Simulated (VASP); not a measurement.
Band structure of WS (relaxed from the NiAs type structure, space group P6_3/mmc). Computed with PBE GGA, VASP's PBE PAW potentials (set 64) (plane waves; VASP).

Unless said otherwise, spin-orbit coupling is left out, though it shifts the bands of the heavy elements here.

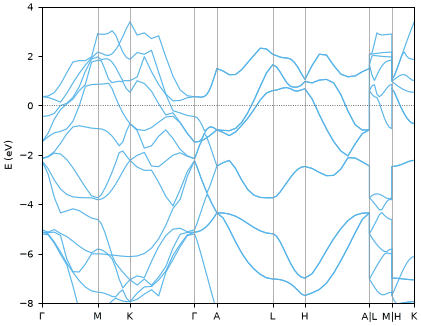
*Bands along high-symmetry lines, zero at the valence-band maximum or, without a gap, the Fermi level*

Task: Read the plot: is there a gap, and where are the band edges?

Result: It has no gap at this level: it comes out as a metal or semimetal. (Edges off the drawn lines would not show.)

The structure was generated: WS was put into the NiAs type type (P6_3/mmc), which need not be its known phase. It was relaxed first, which changed the volume by -37 %.
